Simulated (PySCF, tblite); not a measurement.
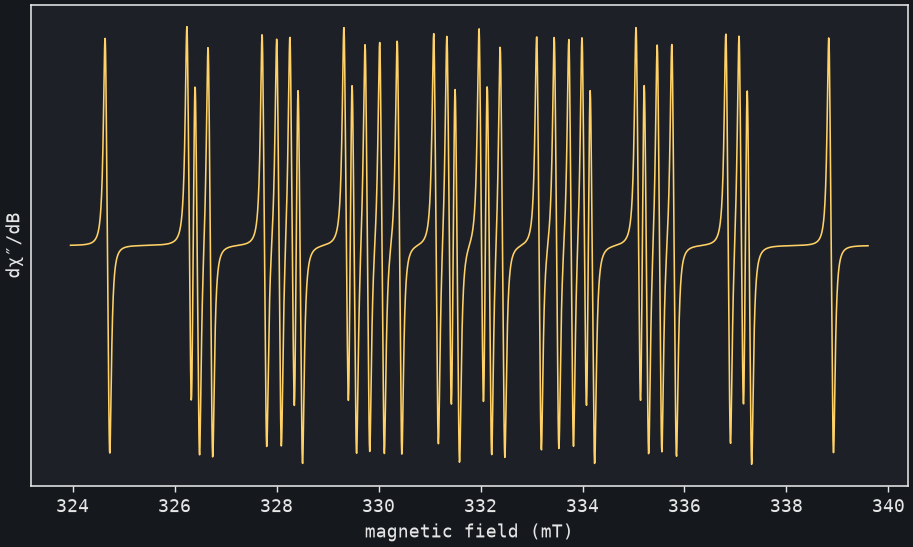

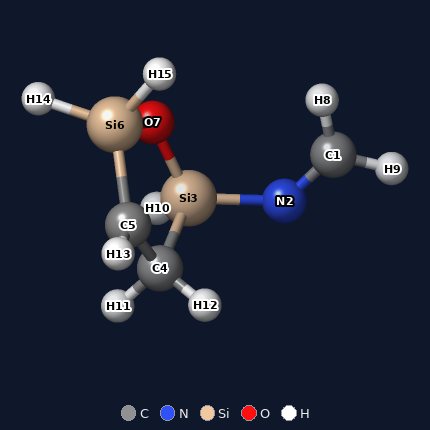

First-order isotropic EPR spectrum (fast tumbling, first derivative) of C₃H₈NOSi₂, SMILES C=N[Si@H]1C[CH][SiH2]O1, doublet at 9.30 GHz, Lorentzian lines of 0.09 mT full width at half height, from computed g and hyperfine couplings (B3LYP/pcH-1 with PySCF 2.14.0, at a GFN2-xTB geometry (a minimum by its frequencies), gas phase); values of one conformer, averaged over methyl-type rotors alone; other conformers aren't averaged in; no vibrational averaging; dilute isotopes left out. The SMILES is one Lewis form and needn't show where the spin sits.

Which couplings does the calculation give? The spectrum shows the sizes of those above the line width, not their signs.

```tsv
nuclei	isotope	a (mT)	a (MHz)
H11	¹H	5.73	160.6
H12	¹H	3.09	86.5
H13	¹H	−2.02	−56.7
H14	¹H	1.76	49.2
H15	¹H	1.60	44.8
N2	¹⁴N	0.03	0.8
H10	¹H	−0.02	−0.6
```

What is the g value, and how wide is the spectrum?

g_iso = 2.0027, which centres the spectrum at 331.8 mT; it spans 14.3 mT.

Caveats: the tight-binding geometry is rougher than a DFT one and adds to the error.
